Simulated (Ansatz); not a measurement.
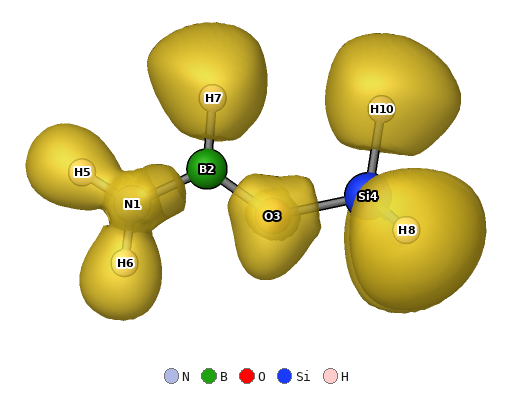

Figure 1: BH$_{6}$NOSi (SMILES NBO[SiH3]). Isosurface of the ELF at 0.75 (yellow), seen across its widest extent. Only the valence region is drawn (cores and ρ < 0.01 e/Å³ removed).

Geometry: PBE0-D4/def2-TZVP.

The calculation used RKS PBE0-D4/def2-TZVPP (Ansatz).

```yaml
atoms:
  - { symbol: N, position_ang: [-1.3861, 1.6038, -0.3465] }
  - { symbol: B, position_ang: [-0.2050, 0.8626, -0.3006] }
  - { symbol: O, position_ang: [-0.2287, -0.4077, 0.2127] }
  - { symbol: Si, position_ang: [0.9363, -1.5451, 0.4185] }
  - { symbol: H, position_ang: [-1.4250, 2.5373, -0.7120] }
  - { symbol: H, position_ang: [-2.2658, 1.2444, -0.0159] }
  - { symbol: H, position_ang: [0.8174, 1.3442, -0.7106] }
  - { symbol: H, position_ang: [1.0271, -1.8842, 1.8610] }
  - { symbol: H, position_ang: [0.5604, -2.7619, -0.3444] }
  - { symbol: H, position_ang: [2.2526, -1.0446, -0.0593] }
```

Q: Identify the bonds, lone pairs and shells in this picture.

A: The surface consists of four regions around hydrogen nuclei, one region on O in which the atom's valence shell and bonds are merged and one joined region spread over several atoms (H, N), in which their bonds and any lone pairs are merged. Along the contacts the grid gives the following. B–O (1.37 Å): the ELF peaks at about 0.90 between the atoms: a short, strongly polar bond. B–N (1.40 Å): the ELF peaks at about 0.90 between the atoms; a polar covalent bond.
